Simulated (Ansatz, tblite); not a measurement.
# [Cu(OH)2]- (CuH₂O₂−): which spin state is lowest

Aim: set other spin states of [Cu(OH)2]- (CuH₂O₂−) against its singlet, on many levels of theory.

Program: Ansatz 0.2.0, Gaussian basis. Level of theory: as each input shows. These are calculated values, not measurements.

The runs, in order: triplet, at the geometry of the singlet (GFN1-xTB, GFN2-xTB, PBE0-D4/def2-TZVPD, PBE-D4/def2-TZVPD, r2SCAN-D4/def2-TZVPD); the singlet's energies come from earlier runs.

**1. The relaxed structure**

The geometry is that of the singlet, from an earlier relaxation (r2SCAN-D4/def2-TZVPD).

5 atoms, charge -1, spin multiplicity 1.

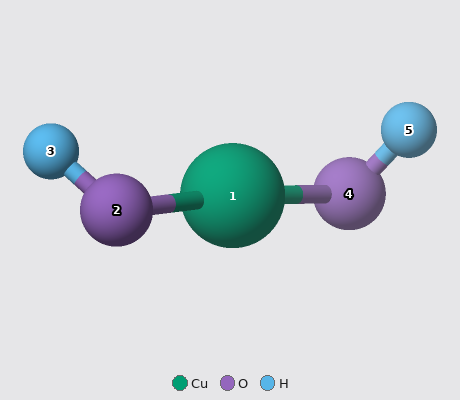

The structure; copper teal, oxygen purple, hydrogen blue; atoms are numbered from 1 in the order of the file.

Geometry (Å):

```xyz
5
charge -1, multiplicity 1
Cu   -0.18707   -0.09336    0.00317
O    -0.28375    0.01092    1.81837
H     0.01357    0.89660    2.06112
O    -0.21120   -0.25794   -1.80998
H     0.66845   -0.55621   -2.07269
```

Formally the metal is d10. No spin-orbit coupling is included. The ion is computed in the gas phase, without counter-ions or solvent.

**2. Triplet at the fixed geometry, GFN1-xTB**

Tight binding, by tblite at 300 K electronic temperature and without a spin-polarisation term:

```python
tblite.interface.Calculator('GFN1-xTB', numbers, positions, charge=-1, uhf=2).singlepoint()
```

Energy -407.5611 eV; 0.002 s.

**3. Triplet at the fixed geometry, GFN2-xTB**

Tight binding, by tblite at 300 K electronic temperature and without a spin-polarisation term:

```python
tblite.interface.Calculator('GFN2-xTB', numbers, positions, charge=-1, uhf=2).singlepoint()
```

Energy -354.9559 eV; 0.003 s.

**4. Triplet at the fixed geometry, PBE0-D4/def2-TZVPD**

Contents of in.yaml:

```yaml
crystal:
  periodic: [false, false, false]
  atoms:
    - {symbol: Cu, position_ang: [-0.187074, -0.093362, 0.003171]}
    - {symbol: O, position_ang: [-0.283753, 0.010916, 1.818370]}
    - {symbol: H, position_ang: [0.013574, 0.896601, 2.061118]}
    - {symbol: O, position_ang: [-0.211198, -0.257943, -1.809977]}
    - {symbol: H, position_ang: [0.668452, -0.556212, -2.072692]}
basis:
  gaussian: {orbitals: def2-TZVPD}
total_charge: -1
magnetization: {spin_polarized: true, initial_magnetization: 2}
hamiltonian: {xc: pbe0, dispersion: d4}
scf: {omitted_lower_state_checks: [starts]}
output: {orbitals: {seedname: orbitals}}
```

Launch:

```console
$ ansatz run in.yaml --threads 4 --pin off --events-out ev --progress --plain --max-ram 3916MiB
```

Log:

```text
Functional definition: PBE0
  name "PBE0"
  cite "Adamo & Barone, J. Chem. Phys. 110, 6158 (1999) doi:10.1063/1.478522"
  cite "Perdew, Burke & Ernzerhof, Phys. Rev. Lett. 77, 3865 (1996) doi:10.1103/PhysRevLett.77.3865"
  parent pbe
  parameter a = 0.25
  parameter kappa = 0.804
  parameter beta = 0.06672455060314922
  exchange = (1 - a)*pbe_x(kappa = kappa, mu = beta*pi^2/3) + a*exact_x
  correlation = pbe_c(beta = beta)
these checks for a lower state are left out or cut short: starts
1018 factors; their error is unknown
mean field evaluation 1: about -48723.4101 eV, gradient 1.3e2 eV
mean field evaluation 2: about -48583.7173 eV, gradient 3.0e2 eV
mean field evaluation 4: about -48743.0400 eV, gradient 5.9e1 eV
mean field evaluation 8: about -48757.3973 eV, gradient 3.4e0 eV
mean field evaluation 16: about -48757.4301 eV, gradient 3.7e-1 eV
mean field evaluation 32: about -48757.7561 eV, gradient 4.9e-6 eV
mean field -48757.75614776 eV, -1791.8144892361 hartree, gradient 4.9e-6 eV, S^2 2.003316; 0 other end points of the search recorded, 0 dependent functions left out
reference -48757.75617470 eV, -1791.8144902259 hartree; 25, 23 occupied and 121, 123 virtual orbitals, 1018 factors
Total energy: -48757.81251176 eV, -1791.8165605750 hartree
Checks for a lower state left out: starts
```

It took 6 s on 4 threads of Arm Neoverse V2, shared host; peak memory 0.58 GiB.

HOMO 1.44 eV, LUMO 0.02 eV (over both spins; with the spin held, an empty level of the minority spin lies below the top filled one); ⟨S²⟩ 2.003 (pure: 2.00). Doubts: highest occupied level lies above zero.

**5. Triplet at the fixed geometry, PBE-D4/def2-TZVPD**

start.molden holds the orbitals of an earlier run on this state, given as this run's starting guess.

Changes to in.yaml since step 4:

```diff
@@ -9,6 +9,6 @@
 basis:
-  gaussian: {orbitals: def2-TZVPD}
+  gaussian: {orbitals: def2-TZVPD, initial_orbitals: start.molden}
 total_charge: -1
 magnetization: {spin_polarized: true, initial_magnetization: 2}
-hamiltonian: {xc: pbe0, dispersion: d4}
+hamiltonian: {xc: pbe, dispersion: d4}
 scf: {omitted_lower_state_checks: [starts]}
```

Launched as before.

Log:

```text
Functional definition: PBE
  name "PBE"
  cite "Perdew, Burke & Ernzerhof, Phys. Rev. Lett. 77, 3865 (1996) doi:10.1103/PhysRevLett.77.3865"
  parent pbe
  parameter kappa = 0.804
  parameter beta = 0.06672455060314922
  exchange = pbe_x(kappa = kappa, mu = beta*pi^2/3)
  correlation = pbe_c(beta = beta)
these checks for a lower state are left out or cut short: starts
939 factors; their error is unknown
mean field evaluation 1: about -48757.7929 eV, gradient 7.4e0 eV
mean field evaluation 2: about -48758.1333 eV, gradient 1.5e0 eV
mean field evaluation 4: about -48758.3312 eV, gradient 6.0e-1 eV
mean field evaluation 8: about -48758.3237 eV, gradient 2.1e-3 eV
mean field evaluation 16: about -48758.3237 eV, gradient 1.4e-4 eV
mean field -48758.32367545 eV, -1791.8353454938 hartree, gradient 2.6e-6 eV, S^2 2.001972; 0 other end points of the search recorded, 0 dependent functions left out
reference -48758.32370842 eV, -1791.8353467057 hartree; 25, 23 occupied and 121, 123 virtual orbitals, 939 factors
Total energy: -48758.39104862 eV, -1791.8378214121 hartree
Checks for a lower state left out: starts
```

It took 2.2 s on 4 threads of Arm Neoverse V2, shared host.

HOMO 2.00 eV, LUMO -1.39 eV (over both spins; with the spin held, an empty level of the minority spin lies below the top filled one); ⟨S²⟩ 2.002 (pure: 2.00). Doubts: highest occupied level lies above zero.

**6. Triplet at the fixed geometry, r2SCAN-D4/def2-TZVPD**

Changes to in.yaml since step 5:

```diff
@@ -12,3 +12,3 @@
 magnetization: {spin_polarized: true, initial_magnetization: 2}
-hamiltonian: {xc: pbe, dispersion: d4}
+hamiltonian: {xc: r2scan, dispersion: d4}
 scf: {omitted_lower_state_checks: [starts]}
```

Launched as before.

Log, cut to the lines that bear on the results:

```text
Functional definition: r2SCAN
  name "r2SCAN"
  cite "Furness, Kaplan, Ning, Perdew & Sun, J. Phys. Chem. Lett. 11, 8208 (2020) doi:10.1021/acs.jpclett.0c02405"
  cite "Furness, Kaplan, Ning, Perdew & Sun, J. Phys. Chem. Lett. 11, 9248 (2020) doi:10.1021/acs.jpclett.0c03077"
  parent r2scan
[...]
939 factors; their error is unknown
[...]
mean field -48766.66709522 eV, -1792.1419605153 hartree, gradient 1.2e-6 eV, S^2 2.002998; 0 other end points of the search recorded, 0 dependent functions left out
reference -48766.66711829 eV, -1792.1419613629 hartree; 25, 23 occupied and 121, 123 virtual orbitals, 939 factors
Total energy: -48766.68293789 eV, -1792.1425427224 hartree
Checks for a lower state left out: starts
```

Run time: 9 s. Hardware: 4 threads of Arm Neoverse V2, shared host.

Report: HOMO 1.92 eV, LUMO -1.22 eV (over both spins; with the spin held, an empty level of the minority spin lies below the top filled one); ⟨S²⟩ 2.003 (pure: 2.00). Doubts: highest occupied level lies above zero.

**7. Triplet less singlet, vertical**

The singlet's energies are those of its earlier runs, whose logs aren't repeated here.

```
               level  triplet less singlet, vertical (eV)     time
            GFN1-xTB                               +6.304  0.004 s
            GFN2-xTB                               +6.173  0.005 s
   PBE-D4/def2-TZVPD                               +2.966      3 s
r2SCAN-D4/def2-TZVPD                               +3.002     11 s
  PBE0-D4/def2-TZVPD                               +2.961      7 s
```

Times add the two runs; a level without a time comes out of a correlated run. Tight binding without a spin term can't rank spin states.

**8. What came out**

| quantity | value |
| --- | --- |
| triplet less singlet, vertical, functionals in def2-TZVPD | +2.961 (PBE0-D4) to +3.002 eV (r2SCAN-D4) |

All functionals put the triplet above the singlet, over a spread of 0.041 eV. The checks for a lower triplet were left out, so another state of that spin may lie lower. The singlet here is a closed shell; an open-shell singlet can lie lower. These are electronic energies, without zero-point motion, entropy or surroundings.

The anion's highest level is positive in at least one run, so there the basis alone may hold the extra electron.
